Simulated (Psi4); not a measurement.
# C2H4F− (SMILES C[CH-]F): MP2/6-31G(d) (density fitting, density fitting for correlation, spherical functions, sweep point 3)

Aim: the vertical singlet–triplet gap of C2H4F− at MP2/6-31G* (density fitting, density fitting for correlation, spherical functions, sweep point 3), from 2 runs. The job is set up through a Python script.

The calculation is run with Psi4 1.11.

4 further runs of the same task are left out: 4 set aside as unsound or not needed.

## (1) The molecule

C2H4F− has 7 atoms, charge -1, and is taken as a singlet. As SMILES, `C[CH-]F`. The coordinates come from a GFN2-xTB relaxation.

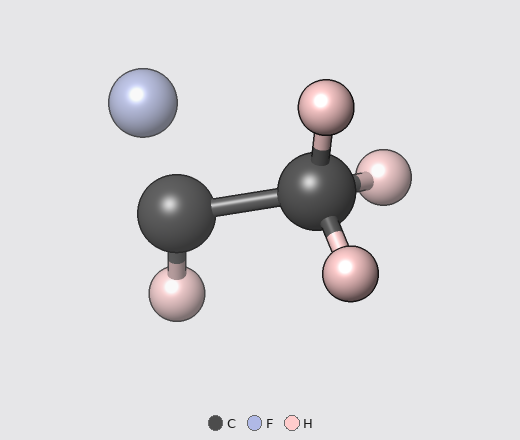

The structure, seen from a chosen angle (carbon dark grey, fluorine light blue, hydrogen pink).

## (2) The energy at MP2/6-31G(d) (density fitting, density fitting for correlation, spherical functions, sweep point 3)

Contents of calc.py:

```python
import psi4

psi4.set_memory(1600000000)
psi4.set_num_threads(1)
psi4.core.set_output_file('run.log', False)

geom = psi4.geometry("""
-1 1
C     -0.93171057     0.68084943    -0.17357134
C      1.83118241    -0.08934625     0.24328334
F      1.69701185    -2.11443346     2.25489680
H     -2.28940320    -0.86377491    -0.60803828
H     -0.99669825     2.01681021    -1.75833347
H     -1.66411172     1.66089919     1.50072600
H      2.35374837    -1.29100420    -1.45896305
units au
symmetry c1
""")

psi4.set_options({
    'basis': '6-31G*',
    'puream': True,
    'scf_type': 'df',
    'num_frozen_docc': 3,
    'd_convergence': 0.0001,
    'e_convergence': 0.0001,
})

e_tot, wfn = psi4.energy("mp2", return_wfn=True)
print('E =', round(e_tot, 9))
```

The run is started by

```
$ python calc.py
```

run.log, cut to the lines that bear on the results:

```text
[...]
  Running in c1 symmetry.
[...]
  Nuclear repulsion =   69.247302834738335
[...]
  Multiplicity = 1
[...]
  Nalpha       = 13
  Nbeta        = 13
[...]
    Number of basis functions: 50
[...]
   @DF-RHF iter   1:  -177.27111076352210   -9.38030e-01   8.17529e-03 DIIS/ADIIS
[...]
   @DF-RHF iter   5:  -177.36938506058658   -5.68203e-05   5.26687e-05 DIIS
[...]
    Orbital Energies [Eh]
    ---------------------
    Doubly Occupied:
       1A    -25.955746     2A    -10.997800     3A    -10.968594
       4A     -1.241770     5A     -0.755374     6A     -0.541654
       7A     -0.379015     8A     -0.357730     9A     -0.338654
      10A     -0.316608    11A     -0.284898    12A     -0.210209
      13A     -0.029446
[...]
  @DF-RHF Final Energy:  -177.36938506058658
   => Energetics <=
    Nuclear Repulsion Energy =             69.2473028347383348
    One-Electron Energy =                -388.4775883520088655
    Two-Electron Energy =                 141.8609004566839644
    Total Energy =                       -177.3693850605865805
[...]
 Multipole Moments:
 ------------------------------------------------------------------------------------
     Multipole            Electronic (a.u.)      Nuclear  (a.u.)        Total (a.u.)
 ------------------------------------------------------------------------------------
 L = 1.  Multiply by 2.5417464519 to convert [e a0] to [Debye]
 Dipole X            :          2.5573568           -3.4115633           -0.8542066
 Dipole Y            :         -2.9858992            2.8069711           -0.1789282
 Dipole Z            :          3.4676631           -3.5841157           -0.1164526
 Magnitude           :                                                    0.8804802
[...]
```

Standard output:

```text
E = -177.801005211
```

Run time: 3.6 s. Hardware: 1 thread of AMD EPYC, shared host; peak memory 0.19 GiB.

## (3) The triplet

Contents of job.py:

```python
import psi4

psi4.set_memory(1600000000)
psi4.set_num_threads(1)
psi4.set_output_file('c2h4f.out', False)

m = psi4.geometry("""
-1 3
C     -0.93171057     0.68084943    -0.17357134
C      1.83118241    -0.08934625     0.24328334
F      1.69701185    -2.11443346     2.25489680
H     -2.28940320    -0.86377491    -0.60803828
H     -0.99669825     2.01681021    -1.75833347
H     -1.66411172     1.66089919     1.50072600
H      2.35374837    -1.29100420    -1.45896305
units au
symmetry c1
""")

options = {'reference': 'uhf', 'puream': True, 'scf_type': 'df', 'num_frozen_docc': 3, 'd_convergence': 0.0001, 'e_convergence': 0.0001, 'maxiter': 150}
psi4.set_options(options)

energy_value, wavefunction = psi4.energy('mp2/6-31G*', return_wfn=True)
print(f'total energy {energy_value:.8f} hartree = {energy_value * 27.211386:.5f} eV')
```

The run is started by

```
$ python job.py
```

c2h4f.out, cut to the lines that bear on the results:

```text
[...]
  Running in c1 symmetry.
[...]
  Nuclear repulsion =   69.247302834738335
[...]
  Multiplicity = 3
[...]
  Nalpha       = 14
  Nbeta        = 12
[...]
    Number of basis functions: 50
[...]
   @DF-UHF iter   1:  -177.07534367246063   -7.42263e-01   9.58553e-03 DIIS/ADIIS
[...]
   @DF-UHF iter   7:  -177.20470384235261   -7.62786e-05   3.94782e-05 DIIS
[...]
   @S^2 Observed:                2.019684384E+00
[...]
    Orbital Energies [Eh]
    ---------------------
    Alpha Occupied:
       1A    -25.888377     2A    -10.998918     3A    -10.984293
       4A     -1.223424     5A     -0.768332     6A     -0.575185
       7A     -0.395014     8A     -0.367563     9A     -0.335571
      10A     -0.300033    11A     -0.284940    12A     -0.205184
      13A     -0.140196    14A      0.143398
    Alpha Virtual:
      15A      0.448119    16A      0.507994    17A      0.519826
      18A      0.536943    19A      0.628617    20A      0.961140
      21A      0.984795    22A      1.004879    23A      1.035641
      24A      1.055617    25A      1.165670    26A      1.318510
[...]
  @DF-UHF Final Energy:  -177.20470384235261
   => Energetics <=
    Nuclear Repulsion Energy =             69.2473028347383348
    One-Electron Energy =                -388.8047061524061405
    Two-Electron Energy =                 142.3526994753152053
    Total Energy =                       -177.2047038423526146
  UHF NO Occupations:
  HONO-2 :   12  A 1.9960135
  HONO-1 :   13  A 1.0000000
[...]
 Multipole Moments:
 ------------------------------------------------------------------------------------
     Multipole            Electronic (a.u.)      Nuclear  (a.u.)        Total (a.u.)
 ------------------------------------------------------------------------------------
 L = 1.  Multiply by 2.5417464519 to convert [e a0] to [Debye]
 Dipole X            :          2.8244636           -3.4115633           -0.5870997
 Dipole Y            :         -2.5338095            2.8069711            0.2731616
 Dipole Z            :          3.3732733           -3.5841157           -0.2108423
 Magnitude           :                                                    0.6809977
[...]
```

On the terminal:

```text
total energy -177.61937149 hartree = -4833.26928 eV
```

Run time: 4.2 s. Hardware: 1 thread of AMD EPYC, shared host; peak memory 0.19 GiB.

## (4) Results

Level: MP2/6-31G* (density fitting, density fitting for correlation, spherical functions, sweep point 3), 3 core orbitals frozen.

| quantity | value |
| --- | --- |
| singlet: total energy | -177.80101 Eh |
| singlet: HOMO energy (Hartree–Fock orbitals) | -0.80 eV |
| singlet: LUMO energy (Hartree–Fock orbitals) | 12.27 eV |
| singlet: HOMO–LUMO gap (to an unbound level, set by the basis) | 13.07 eV |
| singlet: correlation energy (3 core orbitals frozen) | -431.6 mEh |
| triplet: total energy | -177.61937 Eh |
| triplet: HOMO energy (Hartree–Fock orbitals) (highest over α and β) | 3.90 eV |
| triplet: LUMO energy (Hartree–Fock orbitals) (lowest over α and β) | 11.13 eV |
| triplet: correlation energy (3 core orbitals frozen) | -414.7 mEh |
| triplet: ⟨S²⟩ of the reference determinant | 2.020 |
| vertical energy of the triplet above the singlet | 4.943 eV |

At this shape the triplet lies 4.94 eV (477 kJ/mol) above the singlet. For an anion a state so high probably lies above electron detachment. The HOMO (triplet) lies at positive energy, 3.90 eV: the electron is unbound at this level or held by a compact basis; values depend on the basis.
